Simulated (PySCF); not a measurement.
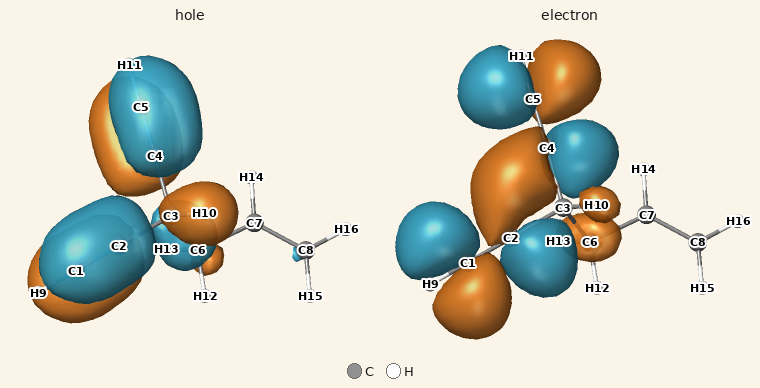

*C8H8, SMILES `C#CC(C#C)CC=C`. Leading natural transition orbital pair of S₁ (TDA singlet states); the surfaces enclose about 85 % of each orbital's density.*

PySCF calculation, CAM-B3LYP/def2-SVP, gas phase; geometry: GFN2-xTB. No frequency check shows the geometry to be a minimum. Without diffuse functions Rydberg states are missing, so the states' numbers hold for this basis only.

Question: Where does the state lie, and where do hole and electron sit?

Answer: 6.72 eV (184 nm), f = 0.002; the leading pair carries 68 %; hole on C1 (24 %), C5 (22 %) and C2 (20 %), electron on C1 (21 %), C5 (20 %) and C2 and C4 (19 % each) (shares are of the whole state, not of the leading pair alone); their centroids lie 0.0 Å apart; S₂ lies within 0.1 eV of it. The HOMO–LUMO gap is 10.37 eV.
